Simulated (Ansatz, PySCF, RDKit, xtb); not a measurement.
# C4H7FGeS: ranking a sample of isomers, part 2 of 2

A sample of isomers of C4H7FGeS is drawn. Aim: find which of them has the lowest free energy at 298.15 K, then its properties. The sample is small against all isomers, and the most stable one of this formula need not be in it.

xtb, Ansatz and PySCF; isolated molecules. The steps go on from the part before.

## Step 11: c811a at CCSD(T)/def2-SVP

Input file input.yaml:

```yaml
basis:
  gaussian:
    orbitals: def2-SVP
crystal:
  periodic: [false, false, false]
  atoms:
    - {symbol: C, position_ang: [0.280996, 0.924809, 0.772811]}
    - {symbol: C, position_ang: [-1.212562, -1.449400, 0.873337]}
    - {symbol: C, position_ang: [-2.287583, -0.942586, 0.033391]}
    - {symbol: C, position_ang: [-3.170571, -0.497324, -0.681138]}
    - {symbol: F, position_ang: [-3.814911, 0.969053, -3.144069]}
    - {symbol: Ge, position_ang: [-4.563664, 0.182208, -1.770867]}
    - {symbol: S, position_ang: [-0.466602, -0.194761, 1.998063]}
    - {symbol: H, position_ang: [1.064884, 0.418824, 0.188198]}
    - {symbol: H, position_ang: [0.737994, 1.746372, 1.343011]}
    - {symbol: H, position_ang: [-0.480609, 1.341460, 0.096933]}
    - {symbol: H, position_ang: [-0.421263, -1.901954, 0.251413]}
    - {symbol: H, position_ang: [-1.588992, -2.241048, 1.541838]}
    - {symbol: H, position_ang: [-5.425353, -0.954640, -2.340133]}
    - {symbol: H, position_ang: [-5.364924, 1.266709, -1.035934]}
correlation:
  method: ccsd_t
  frozen_orbitals: {Ge: 9, H: 0, F: 1, C: 1, S: 5}
```

The run is started by

```bash
$ ansatz run input.yaml --threads 4 --pin off --max-ram 7830MiB --events-out events.jsonl --progress --plain --runs-dir runs
```

Log, cut to the lines that bear on the results:

```text
Warning: RAYON_NUM_THREADS=4 ignored (pool sized by the plan → 4); use --threads N
Functional definition: HF
  name "HF"
[...]
1549 factors; integrals over basis functions are off by at most 1.1e-3 eV
[...]
mean field -74212.83314518 eV, -2727.2713148203 hartree, gradient 1.8e-6 eV, S^2 0.000000; 0 other end points of the search recorded, 0 dependent functions left out
19 core orbitals not correlated: weight in the atoms' cores, before any rotation towards them, 1.000 or more for the frozen orbitals, at most 0.000 for the correlated occupied ones
reference -74212.83314518 eV, -2727.2713148203 hartree; 25, 25 occupied and 111, 111 virtual orbitals, 1549 factors
second order -29.26956790 eV of doubles, -0.00000000 eV of singles
cycle   1  -29.56909775 eV  change   -3.0e-1 eV  update   1.3e-1
[...]
cycle   9  -30.63896806 eV  change   -2.9e-5 eV  update   2.8e-5
perturbative correction -1.00372600 eV, -0.0368862501 hartree
Total energy: -74244.47583924 eV, -2728.4341623788 hartree
```

Run time: 51 s. Hardware: 4 threads of Arm Neoverse V1, shared host; peak memory 1.5 GiB.

For c401a, c869b the log finds that unrestricted Hartree-Fock orbitals lie lower, a sign to watch the closed-shell reference there.

## Step 12: Putting it together

Energies in kcal/mol from c401a; G adds the thermal terms to the CCSD(T)/def2-SVP + MP2/def2-TZVPP - MP2/def2-SVP energy. The columns left of the relaxed level are at the tight-binding geometries.

| label | SMILES | spin | GFN2-xTB | HF/STO-3G | r2SCAN-D4/def2-SVP | B3LYP/def2-SVP | HF/def2-SVP | MP2/def2-SVP | CCSD(T)/def2-SVP + MP2/def2-TZVPP - MP2/def2-SVP | G | share at equilibrium | T1 |
| --- | --- | --- | --- | --- | --- | --- | --- | --- | --- | --- | --- | --- |
| c401a | [F][Ge@@H]1[CH2]C=CS[CH2]1 | singlet | 0.0 | 0.0 | 0.0 | 0.0 | 0.0 | 0.0 | 0.0 | 0.0 | 100.0 % | 0.012 |
| c811a | CSCC#[C][GeH2][F] | singlet | 21.7 | 32.0 | 38.7 | 32.5 | 26.6 | 31.9 | 33.5 | 28.9 | < 0.1 % | 0.011 |
| c869b | C=C(F)C(=S)[CH2][GeH3] | singlet | 35.0 | 49.3 | 42.3 | 39.4 | 43.4 | 45.0 | 49.0 | 45.2 | < 0.1 % | 0.015 |

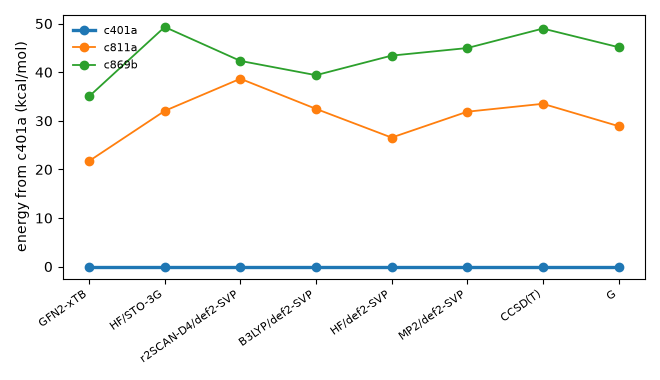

The finalists at each level, measured from c401a.

Lowest found: c401a, `[F][Ge@@H]1[CH2]C=CS[CH2]1`, a singlet. Bond lengths: C1–C2 1.500 Å, C2–C3 1.346 Å, C1–Ge6 1.968 Å, C4–Ge6 1.967 Å, F5–Ge6 1.761 Å, C3–S7 1.781 Å, C4–S7 1.842 Å, Ge6–H8 1.545 Å, C1–H9 1.107 Å, C1–H10 1.099 Å, C2–H11 1.096 Å, C3–H12 1.094 Å, C4–H13 1.100 Å, C4–H14 1.101 Å. Some angles: C1–C2–C3 125.2°, C2–C1–Ge6 111.9°, C2–C3–S7 125.2°, C1–Ge6–C4 105.9°, C1–Ge6–F5 108.7°, C4–Ge6–F5 107.3°, Ge6–C4–S7 111.9°, C3–S7–C4 101.4°, C1–C2–H11 117.5°, C3–C2–H11 117.3°.

```xyz
14

C    -0.6855   -0.3921    0.5838
C    -1.9195   -0.8398    1.3107
C    -3.1066   -0.2070    1.2866
C    -2.9000    0.7020   -1.3566
F    -1.0256   -1.4802   -2.2261
Ge   -1.0554    0.0200   -1.3045
S    -3.4845    1.2319    0.3078
H    -0.0024    0.9301   -1.9744
H    -0.3218    0.5634    1.0071
H     0.1326   -1.1215    0.6640
H    -1.8487   -1.7527    1.9130
H    -3.9395   -0.5674    1.8980
H    -2.9754    1.5920   -1.9984
H    -3.5666   -0.0753   -1.7607
```

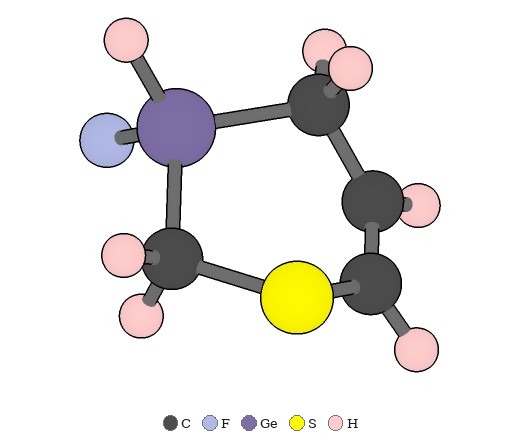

The lowest structure found, seen from a chosen angle (carbon dark grey, fluorine light blue, germanium purple, sulfur yellow, hydrogen pink).

## Step 13: Density, orbitals and dipole (PBE0/def2-SVPD)

Input file input.yaml:

```yaml
crystal:
  periodic: [false, false, false]
  atoms:
    - symbol: C
      position_ang: [-0.685547, -0.392070, 0.583821]
    - symbol: C
      position_ang: [-1.919453, -0.839828, 1.310657]
    - symbol: C
      position_ang: [-3.106629, -0.207034, 1.286637]
    - symbol: C
      position_ang: [-2.900003, 0.702032, -1.356601]
    - symbol: F
      position_ang: [-1.025608, -1.480204, -2.226094]
    - symbol: Ge
      position_ang: [-1.055443, 0.020039, -1.304530]
    - symbol: S
      position_ang: [-3.484487, 1.231852, 0.307844]
    - symbol: H
      position_ang: [-0.002379, 0.930088, -1.974352]
    - symbol: H
      position_ang: [-0.321794, 0.563384, 1.007078]
    - symbol: H
      position_ang: [0.132614, -1.121510, 0.663992]
    - symbol: H
      position_ang: [-1.848734, -1.752742, 1.913006]
    - symbol: H
      position_ang: [-3.939484, -0.567449, 1.898029]
    - symbol: H
      position_ang: [-2.975436, 1.591978, -1.998354]
    - symbol: H
      position_ang: [-3.566638, -0.075284, -1.760686]
basis:
  gaussian: {orbitals: def2-SVPD}
total_charge: 0
magnetization: {spin_polarized: false, initial_magnetization: 0}
hamiltonian: {xc: {name: PBE0}}
output: {forces: true, orbitals: {seedname: orbitals}}
```

The run is started by

```bash
$ ansatz run input.yaml --threads 4 --pin off --max-ram 7830MiB --events-out events.jsonl --progress --plain --runs-dir runs
```

Log, cut to the lines that bear on the results:

```text
Warning: RAYON_NUM_THREADS=4 ignored (pool sized by the plan → 4); use --threads N
Functional definition: PBE0
  name "PBE0"
[...]
2197 factors; integrals over basis functions are off by at most 1.3e-3 eV
[...]
mean field -74299.63770323 eV, -2730.4613234903 hartree, gradient 7.0e-6 eV, S^2 0.000000; 0 other end points of the search recorded, 0 dependent functions left out
[...]
reference -74299.63775088 eV, -2730.4613252416 hartree; 44, 44 occupied and 180, 180 virtual orbitals, 2197 factors
Total energy: -74299.63775088 eV, -2730.4613252416 hartree
Atom 0 at    -0.685547    -0.392070     0.583821 Å, force    -0.150813    -0.009208    -0.116160 eV/Å
Atom 1 at    -1.919453    -0.839828     1.310657 Å, force     0.039674     0.141802    -0.121580 eV/Å
Atom 2 at    -3.106629    -0.207034     1.286637 Å, force     0.081090     0.044966    -0.085106 eV/Å
Atom 3 at    -2.900003     0.702032    -1.356601 Å, force     0.071605    -0.027542     0.181797 eV/Å
Atom 4 at    -1.025608    -1.480204    -2.226094 Å, force    -0.013984    -0.117229    -0.068383 eV/Å
Atom 5 at    -1.055443     0.020039    -1.304530 Å, force    -0.139241     0.282303     0.359594 eV/Å
Atom 6 at    -3.484487     1.231852     0.307844 Å, force     0.234175    -0.333306    -0.179909 eV/Å
Atom 7 at    -0.002379     0.930088    -1.974352 Å, force    -0.061497    -0.070924     0.023498 eV/Å
Atom 8 at    -0.321794     0.563384     1.007078 Å, force    -0.043867    -0.047031    -0.013935 eV/Å
Atom 9 at     0.132614    -1.121510     0.663992 Å, force    -0.067295     0.029239     0.010426 eV/Å
Atom 10 at    -1.848734    -1.752742     1.913006 Å, force    -0.022041     0.063843    -0.036721 eV/Å
Atom 11 at    -3.939484    -0.567449     1.898029 Å, force     0.055135     0.029103    -0.051013 eV/Å
Atom 12 at    -2.975436     1.591978    -1.998354 Å, force     0.009710    -0.022218     0.040729 eV/Å
Atom 13 at    -3.566638    -0.075284    -1.760686 Å, force     0.007348     0.036200     0.056761 eV/Å
Dipole moment:     0.126229     0.145713     0.203475 e Å
```

Wall time 8.7 s (4 threads of Arm Neoverse V1, shared host); peak memory 0.92 GiB.

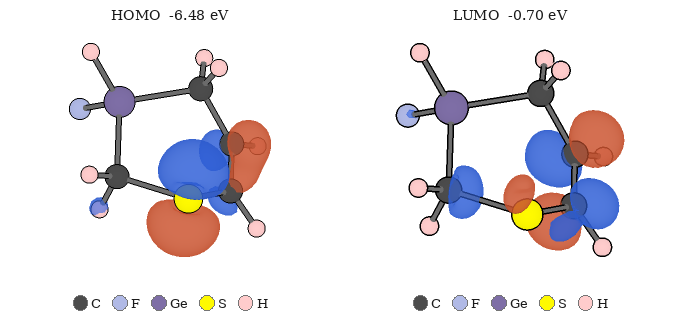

Frontier orbitals of this run, surfaces at ±0.2 Å^-3/2.

## Step 14: Electronic excitations (TD-PBE0/def2-SVPD)

An in-house driver calls PySCF's response routines at TD-PBE0/def2-SVPD; it has no typed input.

Log:

```text
coarse grid: 57056 points
cycle   1  E = -2730.3760795483  dE =  1.333e-02  |g| = 6.985e-01  |ddm| = 5.727e+00
cycle   2  E = -2730.2523619310  dE =  1.237e-01  |g| = 1.136e+00  |ddm| = 1.953e+00
cycle   3  E = -2730.4582433535  dE = -2.059e-01  |g| = 1.288e-01  |ddm| = 1.100e+00
cycle   4  E = -2730.4611275336  dE = -2.884e-03  |g| = 3.601e-02  |ddm| = 1.911e-01
cycle   5  E = -2730.4613502528  dE = -2.227e-04  |g| = 6.746e-03  |ddm| = 7.209e-02
cycle   6  E = -2730.4613618666  dE = -1.161e-05  |g| = 2.644e-03  |ddm| = 2.630e-02
cycle   7  E = -2730.4613636717  dE = -1.805e-06  |g| = 5.206e-04  |ddm| = 5.696e-03
final grid: 118824 points
cycle   8  E = -2730.4613595553  dE = -4.950e-08  |g| = 7.420e-04  |ddm| = 1.159e-02
cycle   9  E = -2730.4613593260  dE =  2.293e-07  |g| = 1.188e-03  |ddm| = 2.920e-03
cycle  10  E = -2730.4613596900  dE = -3.640e-07  |g| = 1.234e-04  |ddm| = 1.879e-03
cycle  11  E = -2730.4613596935  dE = -3.515e-09  |g| = 1.896e-05  |ddm| = 1.999e-04
cycle  12  E = -2730.4613596936  dE = -8.822e-11  |g| = 6.563e-06  |ddm| = 6.652e-05
converged SCF energy = -2730.4613596936

Static polarisability (au): isotropic 93.746, principal 74.548 99.454 107.234

Singlet excitations
state   eV       nm        f      main configurations
  1   4.6581    266.2   0.05044   H->L 0.92
  2   5.4231    228.6   0.00919   H->L+1 0.94
  3   5.7205    216.7   0.00927   H->L+2 0.82
  4   5.9427    208.6   0.00441   H->L+3 0.81, H->L+2 0.08
  5   5.9722    207.6   0.03607   H-1->L 0.83
  6   6.2741    197.6   0.01171   H->L+4 0.88
  7   6.5443    189.5   0.03515   H->L+5 0.87
  8   6.6923    185.3   0.00592   H->L+6 0.66, H-1->L+1 0.25

Triplet excitations (Tamm-Dancoff, eV): 3.5314 4.7092 5.2982
```

Wall time 17 s (4 threads of Arm Neoverse V1, shared host); peak memory 1.1 GiB.

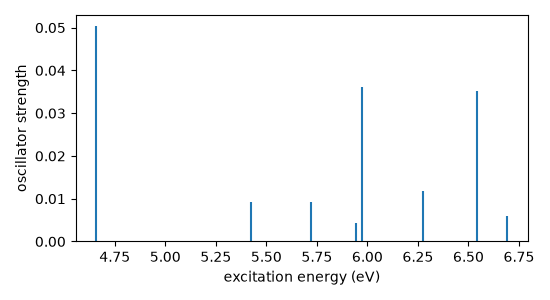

Vertical excitations as sticks.

The roots found:

| excited state | energy (eV) | strength |
| --- | --- | --- |
| 1 | 4.658 | 0.0504 |
| 2 | 5.423 | 0.0092 |
| 3 | 5.721 | 0.0093 |
| 4 | 5.943 | 0.0044 |
| 5 | 5.972 | 0.0361 |
| 6 | 6.274 | 0.0117 |
| 7 | 6.544 | 0.0352 |
| 8 | 6.692 | 0.0059 |

## Step 15: NMR shieldings (GIAO PBE0/pcSseg-1)

An in-house driver calls PySCF's response routines at GIAO PBE0/pcSseg-1; it has no typed input.

Log:

```text
coarse grid: 57056 points
cycle   1  E = -2730.6306521096  dE =  4.318e-03  |g| = 1.066e+00  |ddm| = 3.658e+00
cycle   2  E = -2730.4761803976  dE =  1.545e-01  |g| = 1.453e+00  |ddm| = 1.489e+00
cycle   3  E = -2730.7416596238  dE = -2.655e-01  |g| = 2.252e-01  |ddm| = 1.031e+00
cycle   4  E = -2730.7488695917  dE = -7.210e-03  |g| = 6.939e-02  |ddm| = 1.811e-01
cycle   5  E = -2730.7494954024  dE = -6.258e-04  |g| = 8.468e-03  |ddm| = 5.067e-02
cycle   6  E = -2730.7495102672  dE = -1.486e-05  |g| = 3.709e-03  |ddm| = 1.223e-02
cycle   7  E = -2730.7495133991  dE = -3.132e-06  |g| = 8.266e-04  |ddm| = 3.763e-03
final grid: 118824 points
cycle   8  E = -2730.7494896693  dE =  4.184e-08  |g| = 1.106e-03  |ddm| = 2.708e-03
cycle   9  E = -2730.7494893074  dE =  3.618e-07  |g| = 1.646e-03  |ddm| = 2.430e-03
cycle  10  E = -2730.7494899599  dE = -6.525e-07  |g| = 1.172e-04  |ddm| = 1.448e-03
cycle  11  E = -2730.7494899630  dE = -3.080e-09  |g| = 3.097e-05  |ddm| = 1.327e-04
cycle  12  E = -2730.7494899632  dE = -2.346e-10  |g| = 7.840e-06  |ddm| = 3.529e-05
converged SCF energy = -2730.7494899632

GIAO shielding tensors (ppm)
atom      isotropic    diamagn.    paramagn.     s11        s22        s33       span
  0 C      165.758     251.899     -86.141    148.209    167.994    181.071     32.862
  1 C       43.245     252.504    -209.259    -79.960     50.113    159.581    239.541
  2 C       48.699     255.162    -206.463    -55.816     57.798    144.115    199.932
  3 C      166.909     254.604     -87.694    153.033    154.263    193.431     40.398
  4 F      396.278     475.571     -79.294    377.757    394.501    416.575     38.819
  5 Ge    1230.701    2754.294   -1523.593   1082.898   1268.043   1341.162    258.265
  6 S      524.042    1054.043    -530.001    353.167    499.390    719.569    366.402
  7 H       25.354      28.017      -2.664     19.356     20.021     36.684     17.328
  8 H       29.814      30.446      -0.632     25.384     26.466     37.593     12.209
  9 H       29.177      31.638      -2.461     24.631     27.155     35.746     11.116
 10 H       24.627      28.663      -4.036     21.655     25.411     26.813      5.158
 11 H       24.817      27.209      -2.392     20.637     26.161     27.654      7.017
 12 H       29.493      28.919       0.574     24.083     27.522     36.875     12.792
 13 H       29.394      27.927       1.467     22.751     27.611     37.821     15.070
```

It took 10 s on 4 threads of Arm Neoverse V1, shared host; peak memory 1.4 GiB.

Isotropic shieldings, averaged over atoms that the bond graph makes equivalent (absolute, not shifts):

| atoms | shielding (ppm) |
| --- | --- |
| C1 | 165.8 |
| C2 | 43.2 |
| C3 | 48.7 |
| C4 | 166.9 |
| F5 | 396.3 |
| Ge6 | 1230.7 |
| S7 | 524.0 |
| H8 | 25.35 |
| H9, H10 | 29.50 |
| H11 | 24.63 |
| H12 | 24.82 |
| H13, H14 | 29.44 |

## Step 16: The cation at the same geometry (PBE0/def2-SVPD)

Input file input.yaml:

```yaml
basis:
  gaussian:
    orbitals: def2-SVPD
crystal:
  periodic: [false, false, false]
  atoms:
    - {symbol: C, position_ang: [-0.685547, -0.392070, 0.583821]}
    - {symbol: C, position_ang: [-1.919453, -0.839828, 1.310657]}
    - {symbol: C, position_ang: [-3.106629, -0.207034, 1.286637]}
    - {symbol: C, position_ang: [-2.900003, 0.702032, -1.356601]}
    - {symbol: F, position_ang: [-1.025608, -1.480204, -2.226094]}
    - {symbol: Ge, position_ang: [-1.055443, 0.020039, -1.304530]}
    - {symbol: S, position_ang: [-3.484487, 1.231852, 0.307844]}
    - {symbol: H, position_ang: [-0.002379, 0.930088, -1.974352]}
    - {symbol: H, position_ang: [-0.321794, 0.563384, 1.007078]}
    - {symbol: H, position_ang: [0.132614, -1.121510, 0.663992]}
    - {symbol: H, position_ang: [-1.848734, -1.752742, 1.913006]}
    - {symbol: H, position_ang: [-3.939484, -0.567449, 1.898029]}
    - {symbol: H, position_ang: [-2.975436, 1.591978, -1.998354]}
    - {symbol: H, position_ang: [-3.566638, -0.075284, -1.760686]}
total_charge: 1
magnetization:
  spin_polarized: true
  initial_magnetization: 1
hamiltonian:
  xc: {name: PBE0}
```

The run is started by

```bash
$ ansatz run input.yaml --threads 4 --pin off --max-ram 7830MiB --events-out events.jsonl --progress --plain --runs-dir runs
```

Log:

```text
Warning: RAYON_NUM_THREADS=4 ignored (pool sized by the plan → 4); use --threads N
[... 2 set-up lines as earlier in the session ...]
  parameter a = 0.25
  parameter kappa = 0.804
  parameter beta = 0.06672455060314922
  exchange = (1 - a)*pbe_x(kappa = kappa, mu = beta*pi^2/3) + a*exact_x
  correlation = pbe_c(beta = beta)
2028 factors; their error is unknown
mean field evaluation 1: about -74274.3044 eV, gradient 6.2e1 eV
mean field evaluation 2: about -74229.1776 eV, gradient 1.2e2 eV
mean field evaluation 4: about -74290.8374 eV, gradient 5.9e0 eV
mean field evaluation 8: about -74291.0274 eV, gradient 2.3e-1 eV
mean field evaluation 16: about -74291.2729 eV, gradient 4.6e-3 eV
mean field -74291.27291922 eV, -2730.1539233480 hartree, gradient 6.0e-5 eV, S^2 0.759375; 2 other end points of the search recorded, 0 dependent functions left out
reference -74291.27296972 eV, -2730.1539252038 hartree; 44, 43 occupied and 180, 181 virtual orbitals, 2028 factors
Total energy: -74291.27296972 eV, -2730.1539252038 hartree
```

Wall time 16 s (4 threads of Arm Neoverse V1, shared host); peak memory 1.2 GiB.

Difference from the parent: 8.36 eV.

## Step 17: The anion at the same geometry (PBE0/def2-SVPD)

Input file input.yaml:

```yaml
crystal:
  periodic: [false, false, false]
  atoms:
    - symbol: C
      position_ang: [-0.685547, -0.392070, 0.583821]
    - symbol: C
      position_ang: [-1.919453, -0.839828, 1.310657]
    - symbol: C
      position_ang: [-3.106629, -0.207034, 1.286637]
    - symbol: C
      position_ang: [-2.900003, 0.702032, -1.356601]
    - symbol: F
      position_ang: [-1.025608, -1.480204, -2.226094]
    - symbol: Ge
      position_ang: [-1.055443, 0.020039, -1.304530]
    - symbol: S
      position_ang: [-3.484487, 1.231852, 0.307844]
    - symbol: H
      position_ang: [-0.002379, 0.930088, -1.974352]
    - symbol: H
      position_ang: [-0.321794, 0.563384, 1.007078]
    - symbol: H
      position_ang: [0.132614, -1.121510, 0.663992]
    - symbol: H
      position_ang: [-1.848734, -1.752742, 1.913006]
    - symbol: H
      position_ang: [-3.939484, -0.567449, 1.898029]
    - symbol: H
      position_ang: [-2.975436, 1.591978, -1.998354]
    - symbol: H
      position_ang: [-3.566638, -0.075284, -1.760686]
basis:
  gaussian:
    orbitals: def2-SVPD
scf:
  lower_state_search: "off"
total_charge: -1
magnetization:
  spin_polarized: true
  initial_magnetization: 1
hamiltonian:
  xc: pbe0
```

The run is started by

```bash
$ ansatz run input.yaml --threads 4 --pin off --max-ram 7830MiB --events-out events.jsonl --progress --plain --runs-dir runs
```

Log, cut to the lines that bear on the results:

```text
Warning: RAYON_NUM_THREADS=4 ignored (pool sized by the plan → 4); use --threads N
[... 2 set-up lines as earlier in the session ...]
[...]
2028 factors; their error is unknown
[...]
mean field -74298.76386405 eV, -2730.4292104927 hartree, gradient 1.2e-6 eV, S^2 0.754782; 0 other end points of the search recorded, 0 dependent functions left out
reference -74298.76391263 eV, -2730.4292122781 hartree; 45, 44 occupied and 179, 180 virtual orbitals, 2028 factors
Total energy: -74298.76391263 eV, -2730.4292122781 hartree
Checks for a lower state left out: stability, starts, cluster_reference, orbital_swaps, neighbouring_geometries, increment
```

Wall time 11 s (4 threads of Arm Neoverse V1, shared host); peak memory 1 GiB.

Parent less the species with the added electron: -0.87 eV. The extra electron isn't bound at this geometry, so the number measures the basis, not the molecule.

## Step 18: The triplet at the same geometry (PBE0/def2-SVPD)

Input file input.yaml:

```yaml
crystal:
  periodic: [false, false, false]
  atoms:
    - {symbol: C, position_ang: [-0.685547, -0.392070, 0.583821]}
    - {symbol: C, position_ang: [-1.919453, -0.839828, 1.310657]}
    - {symbol: C, position_ang: [-3.106629, -0.207034, 1.286637]}
    - {symbol: C, position_ang: [-2.900003, 0.702032, -1.356601]}
    - {symbol: F, position_ang: [-1.025608, -1.480204, -2.226094]}
    - {symbol: Ge, position_ang: [-1.055443, 0.020039, -1.304530]}
    - {symbol: S, position_ang: [-3.484487, 1.231852, 0.307844]}
    - {symbol: H, position_ang: [-0.002379, 0.930088, -1.974352]}
    - {symbol: H, position_ang: [-0.321794, 0.563384, 1.007078]}
    - {symbol: H, position_ang: [0.132614, -1.121510, 0.663992]}
    - {symbol: H, position_ang: [-1.848734, -1.752742, 1.913006]}
    - {symbol: H, position_ang: [-3.939484, -0.567449, 1.898029]}
    - {symbol: H, position_ang: [-2.975436, 1.591978, -1.998354]}
    - {symbol: H, position_ang: [-3.566638, -0.075284, -1.760686]}
basis:
  gaussian: {orbitals: def2-SVPD}
magnetization: {spin_polarized: true, initial_magnetization: 2}
hamiltonian: {xc: pbe0}
```

The run is started by

```bash
$ ansatz run input.yaml --threads 4 --pin off --max-ram 7830MiB --events-out events.jsonl --progress --plain --runs-dir runs
```

Log, cut to the lines that bear on the results:

```text
Warning: RAYON_NUM_THREADS=4 ignored (pool sized by the plan → 4); use --threads N
[... 7 set-up lines as earlier in the session ...]
2028 factors; their error is unknown
mean field evaluation 1: about -74281.6373 eV, gradient 5.4e1 eV
mean field evaluation 2: about -74241.4919 eV, gradient 9.8e1 eV
mean field evaluation 4: about -74294.4151 eV, gradient 1.5e1 eV
mean field evaluation 8: about -74295.7939 eV, gradient 6.3e-1 eV
mean field evaluation 16: about -74296.0655 eV, gradient 7.4e-3 eV
mean field -74296.06548172 eV, -2730.3300467712 hartree, gradient 6.0e-5 eV, S^2 2.010023; 2 other end points of the search recorded, 0 dependent functions left out
reference -74296.06553021 eV, -2730.3300485534 hartree; 45, 43 occupied and 179, 181 virtual orbitals, 2028 factors
Total energy: -74296.06553021 eV, -2730.3300485534 hartree
```

It took 16 s on 4 threads of Arm Neoverse V1, shared host; peak memory 1.2 GiB.

It lies 3.57 eV above the singlet.

## Step 19: Results

This closing draws on all 2 parts.

| quantity | value |
| --- | --- |
| lowest structure found | [F][Ge@@H]1[CH2]C=CS[CH2]1, singlet |
| next finalist | CSCC#[C][GeH2][F], singlet, 28.9 kcal/mol higher in G |
| share at equilibrium, among the finalists | 100.0 % |
| funnel | 8 starts, 8 minima at GFN2-xTB, 7 screening runs, 3 relaxed, 3 ranked |
| CPU time of all runs | 35 min |
| dipole moment (PBE0/def2-SVPD) | 1.35 D |
| HOMO energy (PBE0/def2-SVPD) | -6.48 eV |
| LUMO energy (PBE0/def2-SVPD) | -0.70 eV |
| HOMO–LUMO gap (PBE0/def2-SVPD) | 5.78 eV |
| lowest excitation (TD-PBE0/def2-SVPD) | 4.66 eV (f = 0.050) |
| lowest triplet excitation, same level, Tamm-Dancoff | 3.53 eV |
| vertical ionisation energy | 8.36 eV |
| vertical electron affinity | -0.87 eV (unbound: the value depends on the basis) |
| vertical triplet less singlet | +3.57 eV |

In words: The search ends on `[F][Ge@@H]1[CH2]C=CS[CH2]1`. Among the finalists first place is clear (28.9 kcal/mol); structures outside the list aren't covered. GFN2-xTB, HF/STO-3G, r2SCAN-D4/def2-SVP, B3LYP/def2-SVP, HF/def2-SVP and MP2/def2-SVP already put its bonding pattern lowest among the structures in one piece. The largest share of the time went into the relaxations (43 %). The search is not exhaustive (a finite list of starts, one conformer a finalist), so a lower isomer can't be ruled out. Only 4 drawn patterns were tried, so whole families of isomers are missing, and the result ranks this sample alone. The lowest isomer need not be the one that is made and kept in a bottle, which depends on barriers.
